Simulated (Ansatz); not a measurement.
C2H2Cl2Sn: a line through the functionals

The species is C2H2Cl2Sn (7 atoms), meant as a singlet with charge 0. As SMILES, `C#[C][SnH]([Cl])[Cl]`. Geometry: relaxed at PBE0-D4/def2-TZVP.

The HOMO–LUMO gap y, in eV, basis def2-SVP with a core potential; a is the functional's share of exact exchange. Programs: Ansatz 0.2.0.

| functional | program | a | y (eV) |
| --- | --- | --- | --- |
| BLYP | Ansatz | 0 | 5.11 |
| revPBE | Ansatz | 0 | 5.26 |
| B3LYP | Ansatz | 0.2 | ? |
| PBE0 | Ansatz | 0.25 | 7.51 |
| BHLYP | Ansatz | 0.5 | 9.66 |

Fit y = c + s·a to the known rows and predict B3LYP.


1. Means of the 4 rows: a = 0.1875, y = 6.885.
2. Σ(Δa)² = 0.17188, Σ(Δa·Δy) = 1.5437, so the slope is 1.5437/0.17188 = 8.9813.
3. Intercept: 6.885 − (8.9813) × 0.1875 = 5.201. The largest residual of the fit is 0.091.
4. B3LYP: 5.201 + (8.9813) × 0.2 = 7.00 eV.

The run gave 6.94 eV, so the prediction is off by +0.06 eV, within the largest residual. Exact exchange lowers occupied levels and raises empty ones. The rows mix families of semi-local functionals, which the line can't see.

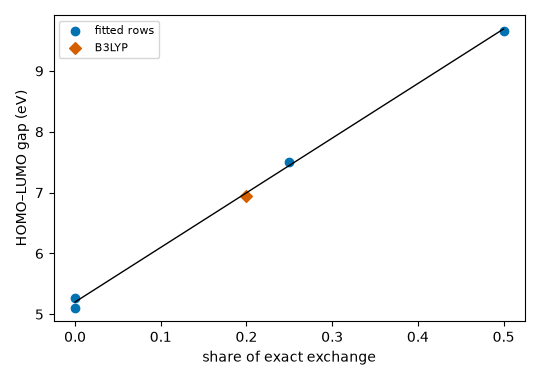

The fitted line, with the withheld row.
